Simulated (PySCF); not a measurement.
System: C$_{5}$H$_{11}$N$_{3}$Si.

Input file:

```
{"job": {"kind": "nmr", "xc": "PBE0", "basis": "pcSseg-1", "pop": false}, "charge": 0, "multiplicity": 1}
C     -1.133705     1.478025    -1.116836
Si    -0.598937    -0.091846    -0.169738
C     -1.134865    -1.699502    -1.010102
C     -1.374175     0.084317     1.573860
N      1.125536    -0.572599     0.443680
C      2.238124    -0.249147     1.093870
C      3.012357     0.468075     0.189617
N      2.325746     0.593945    -0.947851
N      1.217388    -0.043714    -0.786451
H     -0.828866     1.439159    -2.157875
H     -0.689506     2.370355    -0.684212
H     -2.210862     1.604645    -1.086987
H     -2.214574    -1.728726    -1.095747
H     -0.825414    -2.571194    -0.444268
H     -0.720297    -1.786463    -2.007867
H     -2.448430     0.221730     1.507289
H     -1.191312    -0.792763     2.188020
H     -0.971807     0.943065     2.105138
H      2.428159    -0.544366     2.104685
H      3.995440     0.877005     0.301775
```

Run with:

```sh
OMP_NUM_THREADS=1 python ens_run.py task.json out
```

Geometry: GFN2-xTB.

Computed with PBE0/pcSseg-1, SCF density, gas phase, non-relativistic (PySCF).

Predict the electron density and electron localisation function between the atoms.

N–N (1.29 Å): ρ at the midpoint is about 2.8 e/Å³; the ELF peaks at about 0.90 between the atoms (localised, covalent bonding).
C–N (1.33 Å): ρ is about 2.5 e/Å³ halfway; the ELF peaks at about 0.90 between the atoms, as expected for localised, covalent bonding.
C–C (1.39 Å): ρ is about 2.1 e/Å³ halfway; the ELF peaks at about 0.95 between the atoms (localised, covalent bonding).
C–H (1.07 Å): ρ is about 2.1 e/Å³ halfway; the ELF climbs to about 1 towards the hydrogen, as it does in any bond to H; a covalent bond by its length.

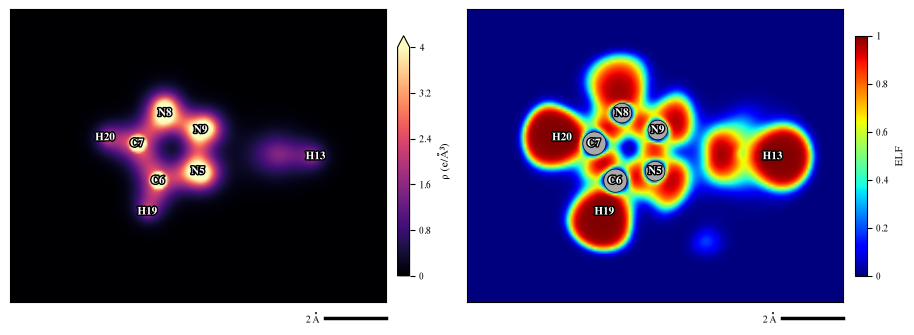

Computed electron density and electron localisation function on the plane of atoms C7, C6 and H19, in this order. Grey discs cover the atomic cores in the ELF map. 
